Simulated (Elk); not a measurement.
Band structure of Au (Fm-3m, 1 atom in the cell).

```
Au
1.0
    0.00000     2.09211     2.09211
    2.09211     0.00000     2.09211
    2.09211     2.09211     0.00000
Au
1
Direct
  0.00000   0.00000   0.00000
```

Computed with PBE, all-electron FP-LAPW, Elk's shipped species files, APW+lo basis with extra local orbitals (Elk 10.2.4).

Settings: xctype = 20; rgkmax = 7.5; swidth = 0.00367493 Ha; ngridk = 18 18 18; gmaxvr = 16 1/bohr; nxlo = 2; lorbcnd = true; lmaxi = 3; maxscl = 100.

The starting cell comes from a database of computed structures (which also holds hypothetical and non-ambient phases and stackings), without a prior relaxation at this level. Its lattice was rescaled by a random factor within 2.5 % of one. Spin-orbit coupling is off. Values depend on the basis (sphere radii, cutoffs, local orbitals), which need not be converged.

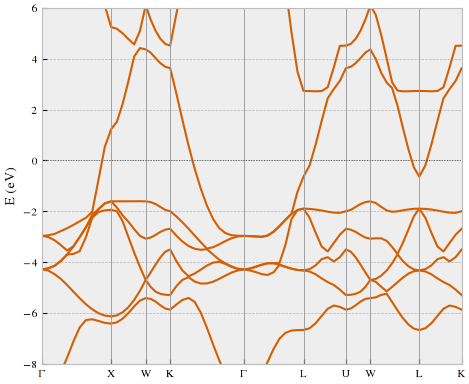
Bands along the path, energies from the Fermi level.

Levels in eV from the Fermi level, bands 12 to 19:
```json
[
 {"point": "Γ", "12": "-4.28", "13": "-4.28", "14": "-4.28", "15": "-2.96", "16": "-2.96", "17": "14.57", "18": "18.13", "19": "18.13"},
 {"point": "X", "12": "-6.13", "13": "-1.94", "14": "-1.61", "15": "-1.61", "16": "1.22", "17": "5.25", "18": "9.82", "19": "9.82"},
 {"point": "W", "12": "-4.70", "13": "-4.70", "14": "-3.08", "15": "-1.61", "16": "4.37", "17": "6.09", "18": "6.09", "19": "9.00"},
 {"point": "K", "12": "-5.29", "13": "-3.50", "14": "-2.69", "15": "-2.00", "16": "3.63", "17": "4.52", "18": "7.05", "19": "12.20"},
 {"point": "L", "12": "-4.33", "13": "-4.33", "14": "-1.90", "15": "-1.90", "16": "-0.63", "17": "2.74", "18": "14.00", "19": "16.62"},
 {"point": "U", "12": "-5.29", "13": "-3.50", "14": "-2.69", "15": "-2.00", "16": "3.63", "17": "4.52", "18": "7.05", "19": "12.20"}
]
```

Bands cross the Fermi level along this path, so the cell is metallic at this level.
